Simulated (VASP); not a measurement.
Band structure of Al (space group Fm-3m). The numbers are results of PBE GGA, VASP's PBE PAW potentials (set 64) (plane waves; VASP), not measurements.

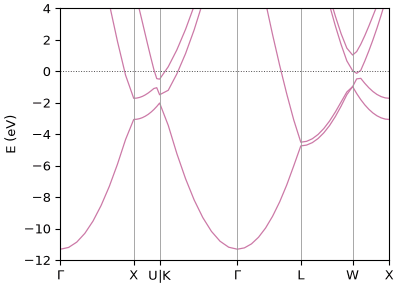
Fig. 1. Bands along high-symmetry lines, zero at the valence-band maximum or, without a gap, the Fermi level

**Question.** Read the plot: is there a gap, and where are the band edges?

**Answer.** It has no gap at this level: it comes out as a metal or semimetal.

The structure comes from a computed database's Al entry; how it stands against other phases isn't given here. The cell was not relaxed at this level.
